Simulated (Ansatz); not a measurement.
BN, response to strain

The reference is BN in the zinc blende structure (space group F-43m, No. 216).

```yaml
crystal:
  lattice:
    - [0.00000, 1.80486, 1.80486]
    - [1.80486, 0.00000, 1.80486]
    - [1.80486, 1.80486, 0.00000]
  atoms:
    - { symbol: B, position: [0.00000, 0.00000, 0.00000] }
    - { symbol: N, position: [0.25000, 0.25000, 0.25000] }
```

Strains are applied to the cell and any free atomic positions relax.

Calculations: r2SCAN (Ansatz, an electronic-structure program), without spin-orbit coupling.

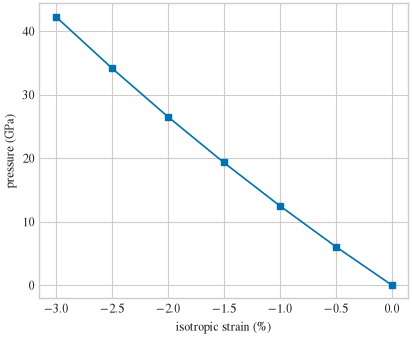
*Pressure against isotropic strain*

### Question
From the plot, what is the pressure for isotropic strain −2.00 %?

### Answer
About 27 GPa.

### Question
Is the trend monotonic over the range shown?

### Answer
Yes, it falls throughout, spanning 0.00 GPa to 42.26 GPa.

No phonon test of stability was made.
